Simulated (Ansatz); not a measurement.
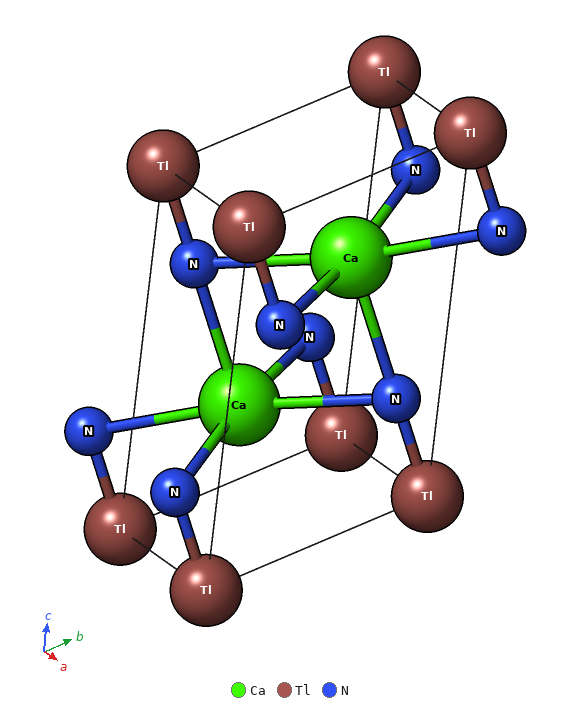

Crystal structure, ball-and-stick style, seen slightly off an axis. One simulation cell is framed, with atoms on its boundary repeated. A few atoms beyond the faces are included.

```
CELL_PARAMETERS angstrom
0.00000 4.03271 0.00000
4.03271 0.00000 0.00000
2.01635 2.01635 -6.33996
ATOMIC_POSITIONS crystal
Ca 0.34430 0.34430 0.31140
Ca 0.65570 0.65570 0.68860
Tl 0.00000 0.00000 0.00000
N 0.14110 0.14110 0.71780
N 0.85890 0.85890 0.28220
```

Electronic-structure method: Ansatz, DFT, PAW plane waves, PBE. Parameters: a 420 eV plane-wave basis, 9×9×9 k-mesh, Fermi-Dirac smearing of 0.1 eV, no spin polarisation.

State the Bader charges by element.

Answer. Ca +1.39 e; Tl +0.36 e; N -1.58 e.

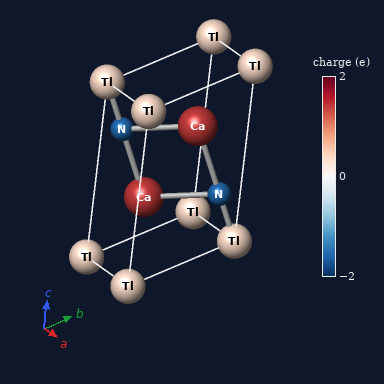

The atoms coloured by those charges.

The model is a generated cell, made by putting these elements into a known structure type (the compound may or may not exist in this form); its atoms and cell weren't optimised. A calculation with Ansatz used it as input.

At this level of theory the cell isn't at rest (compressed, at 8 GPa and forces up to 9.4 eV/Å), so its distances can differ from those at equilibrium, the more so the softer the solid.
